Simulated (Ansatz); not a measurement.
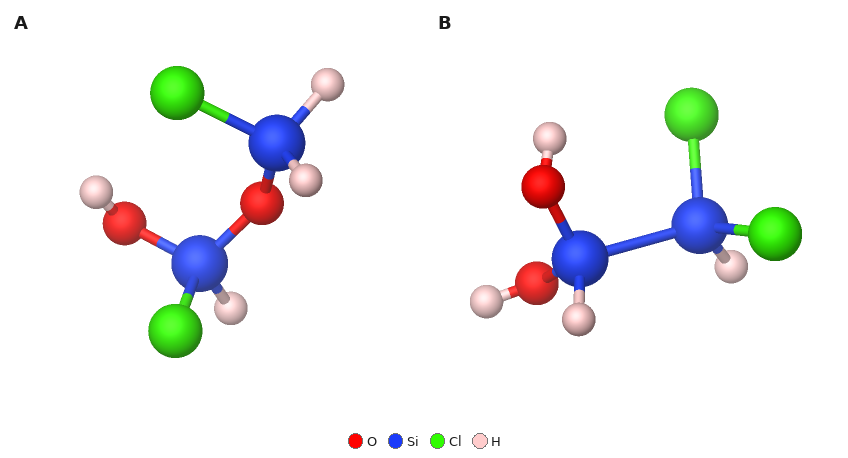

2 stationary structures of one formula. Geometries: PBE0-D4/def2-TZVP. Electronic energies: B2PLYP (frozen core)/def2-TZVPP (Ansatz 0.2.0), without zero-point energy. No frequency run is at hand to confirm each as a minimum. Each is one conformer, not always the lowest.

Question: How are they related?

Answer: They are constitutional isomers of Cl2H4O2Si2: A `O[Si@H](Cl)O[SiH2]Cl`, B `O[SiH](O)[SiH](Cl)Cl`.

Question: Rank them by energy, lowest first.

Answer: A is lowest; B lies 149.8 kJ/mol above it.

Give E(B) − E(A) in kJ/mol at these levels too: r2SCAN-D4/def2-TZVPP; ωB97M-V/def2-TZVPP; RHF-CCSD(T) (frozen core)/def2-TZVPP; CCSD(T)/CBS (MP2 limit from def2-TZVPP and def2-QZVPP plus CCSD(T) − MP2); PBE-D4/def2-TZVPP; ωB97X-V/def2-TZVPP; RHF-MP2 (frozen core)/def2-QZVPP; B3LYP-D4/def2-TZVPP.

| level | E(B) − E(A) (kJ/mol) |
| --- | --- |
| r2SCAN-D4/def2-TZVPP | +143.2 |
| ωB97M-V/def2-TZVPP | +150.4 |
| RHF-CCSD(T) (frozen core)/def2-TZVPP | +150.4 |
| CCSD(T)/CBS (MP2 limit from def2-TZVPP and def2-QZVPP plus CCSD(T) − MP2) | +148.5 |
| PBE-D4/def2-TZVPP | +118.5 |
| ωB97X-V/def2-TZVPP | +144.9 |
| RHF-MP2 (frozen core)/def2-QZVPP | +155.4 |
| B3LYP-D4/def2-TZVPP | +144.5 |
